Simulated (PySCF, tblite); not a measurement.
# C₅H₆Cl₂O: dynamics, then NMR shifts on frames, part 2 of 2

tblite 0.8.0 and PySCF 2.14.0. Atoms count from 0. The steps go on from the part before.

## 5. NMR shieldings: 625 fs, PBE0/pcSseg-1

What the job is given:

```
{"job": {"kind": "nmr", "xc": "PBE0", "basis": "pcSseg-1", "pop": false}, "charge": 0, "multiplicity": 1}
C     -2.156300    -0.708200     0.101200
C     -0.694200    -1.013300     0.001900
O     -0.268100    -2.168800    -0.035400
C      0.165800     0.195600     0.049800
C      1.488300     0.155100     0.030600
Cl     2.156100     1.760100     0.216000
C      2.385500    -0.927400    -0.051500
Cl     3.433000    -1.072800     1.481100
H     -2.540600    -0.075300    -0.746900
H     -2.228500    -0.174800     1.039500
H     -2.654700    -1.667800     0.130600
H     -0.296900     1.090800     0.232100
H      1.860200    -1.918900    -0.179600
H      3.191800    -0.909700    -0.787600
```

Method: GIAO PBE0/pcSseg-1 NMR shielding, non-relativistic, gas phase.

What it wrote:

```text
coarse grid: 13488 points
cycle   1  E = -1188.8377416019  dE =  1.192e+00  |g| = 8.364e-01  |ddm| = 3.540e+00
cycle   2  E = -1188.2932166295  dE =  5.445e-01  |g| = 1.808e+00  |ddm| = 2.920e+00
cycle   3  E = -1188.9808772923  dE = -6.877e-01  |g| = 1.680e-01  |ddm| = 2.319e+00
cycle   4  E = -1188.9859752213  dE = -5.098e-03  |g| = 8.928e-02  |ddm| = 2.361e-01
cycle   5  E = -1188.9874235452  dE = -1.448e-03  |g| = 3.729e-02  |ddm| = 1.050e-01
cycle   6  E = -1188.9877676070  dE = -3.441e-04  |g| = 7.834e-03  |ddm| = 4.040e-02
cycle   7  E = -1188.9877800793  dE = -1.247e-05  |g| = 2.611e-03  |ddm| = 7.255e-03
cycle   8  E = -1188.9877815277  dE = -1.448e-06  |g| = 7.830e-04  |ddm| = 3.246e-03
final grid: 122976 points
cycle   9  E = -1189.0442893633  dE = -2.140e-05  |g| = 1.239e-02  |ddm| = 2.843e-02
cycle  10  E = -1189.0442028212  dE =  8.654e-05  |g| = 2.427e-02  |ddm| = 3.032e-02
cycle  11  E = -1189.0443187019  dE = -1.159e-04  |g| = 2.323e-03  |ddm| = 2.213e-02
cycle  12  E = -1189.0443196542  dE = -9.523e-07  |g| = 5.651e-04  |ddm| = 2.437e-03
cycle  13  E = -1189.0443197227  dE = -6.848e-08  |g| = 1.819e-04  |ddm| = 7.444e-04
cycle  14  E = -1189.0443197299  dE = -7.200e-09  |g| = 5.523e-05  |ddm| = 2.083e-04
cycle  15  E = -1189.0443197306  dE = -7.387e-10  |g| = 1.559e-05  |ddm| = 6.902e-05
converged SCF energy = -1189.0443197306

GIAO shielding tensors (ppm)
atom      isotropic    diamagn.    paramagn.     s11        s22        s33       span
  0 C      147.892     252.397    -104.505    128.619    130.576    184.482     55.863
  1 C      -20.424     247.789    -268.214   -114.116    -47.954    100.797    214.913
  2 O     -322.616     400.296    -722.912   -908.088   -406.227    346.467   1254.555
  3 C       52.160     258.697    -206.537    -42.099     71.004    127.575    169.674
  4 C       26.354     256.657    -230.303    -73.406     39.661    112.807    186.213
  5 Cl     618.896    1146.806    -527.910    405.361    485.262    966.066    560.705
  6 C      139.882     240.345    -100.463    109.455    142.039    168.153     58.697
  7 Cl     730.634    1144.268    -413.634    478.905    610.768   1102.227    623.322
  8 H       28.199      28.131       0.067     25.158     27.585     31.852      6.694
  9 H       29.474      29.513      -0.039     26.647     29.668     32.106      5.459
 10 H       29.331      28.349       0.983     25.992     28.224     33.778      7.785
 11 H       25.680      35.196      -9.516     20.290     22.812     33.938     13.648
 12 H       24.130      26.408      -2.278     17.348     23.104     31.939     14.592
 13 H       27.102      26.283       0.819     21.577     26.182     33.548     11.971
```

Run time: 21 s. Hardware: 1 thread of Arm Neoverse V1, shared host; peak memory 0.88 GiB.

In short: δ C1 207.3, C4 160.6, C3 134.8, C6 47.0, H12 7.59, H11 6.04 ppm.

## 6. Shielding tensors: 800 fs, PBE0/pcSseg-1

What the job is given:

```
{"job": {"kind": "nmr", "xc": "PBE0", "basis": "pcSseg-1", "pop": false}, "charge": 0, "multiplicity": 1}
C     -1.983900    -0.986400     0.392700
C     -0.527900    -1.237500     0.240800
O     -0.137400    -2.393400    -0.094800
C      0.209400    -0.010700     0.444200
C      1.568900     0.179500     0.275900
Cl     2.098200     1.863300     0.340500
C      2.564600    -0.885400     0.159200
Cl     3.886100    -0.696700     1.276200
H     -2.238700    -0.328400    -0.480500
H     -2.155600    -0.511200     1.302800
H     -2.490600    -1.906700     0.424400
H     -0.434000     0.851300     0.670700
H      2.035100    -1.828200     0.053100
H      3.104800    -0.764400    -0.802400
```

Method: GIAO PBE0/pcSseg-1 NMR shielding, non-relativistic, gas phase.

What it wrote:

```text
coarse grid: 13488 points
cycle   1  E = -1188.8152795159  dE =  1.174e+00  |g| = 8.646e-01  |ddm| = 3.547e+00
cycle   2  E = -1186.4678433889  dE =  2.347e+00  |g| = 2.763e+00  |ddm| = 3.342e+00
cycle   3  E = -1188.9263561535  dE = -2.459e+00  |g| = 4.383e-01  |ddm| = 3.185e+00
cycle   4  E = -1188.9769947838  dE = -5.064e-02  |g| = 1.228e-01  |ddm| = 5.660e-01
cycle   5  E = -1188.9802697136  dE = -3.275e-03  |g| = 5.015e-02  |ddm| = 1.454e-01
cycle   6  E = -1188.9807455215  dE = -4.758e-04  |g| = 2.583e-02  |ddm| = 6.407e-02
cycle   7  E = -1188.9808785279  dE = -1.330e-04  |g| = 9.806e-03  |ddm| = 2.839e-02
cycle   8  E = -1188.9809016159  dE = -2.309e-05  |g| = 2.369e-03  |ddm| = 1.112e-02
cycle   9  E = -1188.9809027859  dE = -1.170e-06  |g| = 1.064e-03  |ddm| = 4.059e-03
final grid: 122976 points
cycle  10  E = -1189.0370924997  dE = -2.875e-05  |g| = 1.160e-02  |ddm| = 3.379e-02
cycle  11  E = -1189.0370087562  dE =  8.374e-05  |g| = 2.338e-02  |ddm| = 2.852e-02
cycle  12  E = -1189.0371175601  dE = -1.088e-04  |g| = 2.492e-03  |ddm| = 2.192e-02
cycle  13  E = -1189.0371186552  dE = -1.095e-06  |g| = 5.220e-04  |ddm| = 2.517e-03
cycle  14  E = -1189.0371187096  dE = -5.446e-08  |g| = 2.151e-04  |ddm| = 6.290e-04
cycle  15  E = -1189.0371187198  dE = -1.014e-08  |g| = 5.882e-05  |ddm| = 2.204e-04
cycle  16  E = -1189.0371187207  dE = -8.670e-10  |g| = 1.310e-05  |ddm| = 7.009e-05
converged SCF energy = -1189.0371187207

GIAO shielding tensors (ppm)
atom      isotropic    diamagn.    paramagn.     s11        s22        s33       span
  0 C      147.387     252.808    -105.421    125.591    131.881    184.688     59.097
  1 C      -28.389     246.905    -275.294   -127.003    -61.670    103.505    230.508
  2 O     -358.511     399.447    -757.957  -1006.448   -423.150    354.066   1360.514
  3 C       45.804     259.113    -213.308    -50.712     69.870    118.255    168.966
  4 C        3.646     257.579    -253.933    -97.394     13.313     95.018    192.412
  5 Cl     607.747    1146.953    -539.206    357.370    546.405    919.466    562.096
  6 C      144.130     241.550     -97.420    114.343    147.909    170.136     55.793
  7 Cl     854.864    1143.412    -288.549    703.316    789.777   1071.498    368.181
  8 H       28.610      28.831      -0.221     25.538     28.275     32.016      6.479
  9 H       30.318      31.361      -1.043     27.210     31.052     32.692      5.482
 10 H       30.174      29.827       0.347     26.838     28.942     34.742      7.904
 11 H       24.314      33.449      -9.134     19.338     21.198     32.407     13.069
 12 H       25.565      27.183      -1.618     18.183     24.750     33.763     15.580
 13 H       27.151      26.448       0.703     21.432     26.094     33.927     12.495
```

Run time: 21 s. Hardware: 1 thread of Arm Neoverse V1, shared host; peak memory 0.89 GiB.

This run: δ C1 215.3, C4 183.3, C3 141.1, C6 42.8, H11 7.40, H12 6.15 ppm.

## 7. NMR shieldings: 1000 fs, PBE0/pcSseg-1

What the job is given:

```
{"job": {"kind": "nmr", "xc": "PBE0", "basis": "pcSseg-1", "pop": false}, "charge": 0, "multiplicity": 1}
C     -1.835200    -1.081200     0.916800
C     -0.379100    -1.250100     0.413100
O      0.123400    -2.309400     0.223300
C      0.323800     0.016500     0.304900
C      1.623300     0.276800     0.178900
Cl     2.239700     1.887100    -0.064200
C      2.681600    -0.787400     0.141000
Cl     3.344700    -0.880700     1.849500
H     -2.389900    -0.494100     0.192100
H     -1.840000    -0.411500     1.872400
H     -2.255200    -2.006200     1.115500
H     -0.340800     0.819900     0.577600
H      2.192100    -1.747800    -0.015000
H      3.483100    -0.638700    -0.609900
```

Level: GIAO PBE0/pcSseg-1 NMR shielding, non-relativistic, gas phase.

What it wrote:

```text
coarse grid: 13488 points
cycle   1  E = -1188.8424562480  dE =  1.140e+00  |g| = 8.295e-01  |ddm| = 3.510e+00
cycle   2  E = -1188.3727737935  dE =  4.697e-01  |g| = 1.710e+00  |ddm| = 2.730e+00
cycle   3  E = -1188.9835766865  dE = -6.108e-01  |g| = 1.454e-01  |ddm| = 2.146e+00
cycle   4  E = -1188.9876162778  dE = -4.040e-03  |g| = 7.390e-02  |ddm| = 1.967e-01
cycle   5  E = -1188.9886640639  dE = -1.048e-03  |g| = 2.609e-02  |ddm| = 7.740e-02
cycle   6  E = -1188.9888270675  dE = -1.630e-04  |g| = 8.145e-03  |ddm| = 3.008e-02
cycle   7  E = -1188.9888404907  dE = -1.342e-05  |g| = 2.516e-03  |ddm| = 7.501e-03
cycle   8  E = -1188.9888418382  dE = -1.347e-06  |g| = 6.957e-04  |ddm| = 2.737e-03
final grid: 122976 points
cycle   9  E = -1189.0461368799  dE = -2.491e-05  |g| = 1.215e-02  |ddm| = 3.442e-02
cycle  10  E = -1189.0460656104  dE =  7.127e-05  |g| = 2.259e-02  |ddm| = 2.821e-02
cycle  11  E = -1189.0461652688  dE = -9.966e-05  |g| = 2.176e-03  |ddm| = 2.025e-02
cycle  12  E = -1189.0461661147  dE = -8.460e-07  |g| = 4.730e-04  |ddm| = 2.250e-03
cycle  13  E = -1189.0461661630  dE = -4.826e-08  |g| = 1.291e-04  |ddm| = 5.641e-04
cycle  14  E = -1189.0461661664  dE = -3.375e-09  |g| = 5.055e-05  |ddm| = 1.572e-04
cycle  15  E = -1189.0461661670  dE = -5.998e-10  |g| = 1.455e-05  |ddm| = 5.850e-05
converged SCF energy = -1189.0461661670

GIAO shielding tensors (ppm)
atom      isotropic    diamagn.    paramagn.     s11        s22        s33       span
  0 C      145.695     253.095    -107.400    119.634    131.160    186.290     66.655
  1 C       -6.609     246.413    -253.022    -94.418    -21.603     96.195    190.613
  2 O     -293.783     399.119    -692.903   -878.122   -370.887    367.659   1245.782
  3 C       60.036     258.869    -198.834    -25.358     71.663    133.802    159.159
  4 C       19.783     255.973    -236.190    -79.333     28.614    110.068    189.401
  5 Cl     624.249    1147.318    -523.069    420.925    528.772    923.049    502.124
  6 C      130.763     246.680    -115.917    110.864    128.252    153.173     42.310
  7 Cl     763.393    1144.197    -380.804    496.436    708.488   1085.255    588.819
  8 H       29.078      30.219      -1.141     26.479     28.404     32.351      5.872
  9 H       27.698      27.590       0.107     24.822     27.792     30.480      5.658
 10 H       30.702      29.795       0.907     27.516     28.847     35.742      8.226
 11 H       25.716      34.127      -8.411     21.500     22.648     33.000     11.500
 12 H       25.050      28.677      -3.627     20.141     23.071     31.937     11.796
 13 H       27.585      27.424       0.161     23.432     26.449     32.874      9.442
```

Run time: 21 s. Hardware: 1 thread of Arm Neoverse V1, shared host; peak memory 0.88 GiB.

Key values: δ C1 193.5, C4 167.1, C3 126.9, C6 56.2, H12 6.67, H11 6.00 ppm.

## 8. Comparing the runs: NMR shifts

Shifts (ppm) of some atoms, chosen among heavy atoms and hydrogens apart, with basis size and wall time:

```tsv
frame	C1	C4	H11	H9	O2	Cl5	Cl7	functions	time
250 fs	205.2	171.3	6.49	2.00	685.4	305	153	180	28 s
425 fs	203.9	173.4	8.13	2.54	638.4	322	162	180	21 s
625 fs	207.3	160.6	6.04	2.24	658.7	331	219	180	21 s
800 fs	215.3	183.3	7.40	1.40	694.6	342	95	180	21 s
1000 fs	193.5	167.1	6.00	4.02	629.9	326	186	180	21 s
```

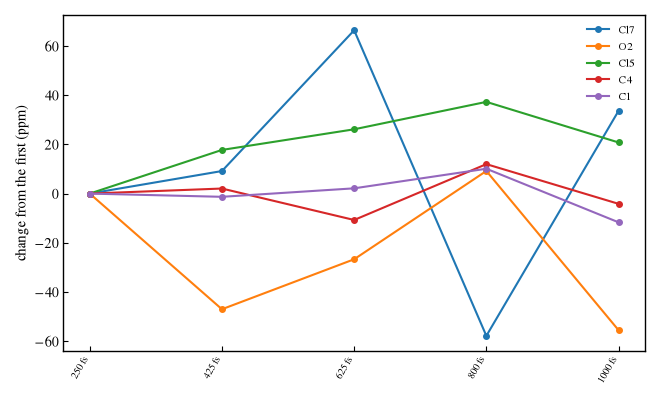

How five of the tabulated atoms move from run to run.

## 9. What came out

This closing draws on all 2 parts.

| quantity | value |
| --- | --- |
| thermostat | 300 K |
| mean temperature, second half | 333 K |
| mean potential energy above the minimum | 0.48 eV |
| 13C shifts against TMS (PBE0/pcSseg-1, 250 fs) | 205.2, 171.3, 128.4, 58.6, 39.2 ppm |
| 1H shifts against TMS (PBE0/pcSseg-1, 250 fs) | 6.49, 6.24, 4.46, 3.21, 2.78, 2.00 ppm |
| 17O shifts against H2O (PBE0/pcSseg-1, 250 fs) | 685.4 ppm |
| 35Cl shifts against HCl (PBE0/pcSseg-1, 250 fs) | 305, 153 ppm |
| surface potential, 1st and 99th percentile | -1.37 V and 1.31 V |
| range of the shift of Cl7 | 95 to 219 ppm |

**Reading.** In the second half the potential energy averages 0.48 eV above the minimum; equipartition over 36 harmonic modes at 300 K would give 0.47 eV. With 14 atoms the temperature swings widely (160 to 438 K). Shifts at one fixed geometry are not the observed spectrum, which averages over the motion. In the first frame run (250 fs): Shielding is most anisotropic at O2 (span 1327 ppm, paramagnetic term -751 ppm). At PBE0/pcSseg-1, counted by nearest atom on the grid, the HOMO lies on O2 61 %; C0, C3 about 8 % each, the LUMO on C4 29 %; C1 19 %. In ppm, Cl7 moves most: its shift spreads over 124 ppm, from 95 (800 fs) to 219 (625 fs).
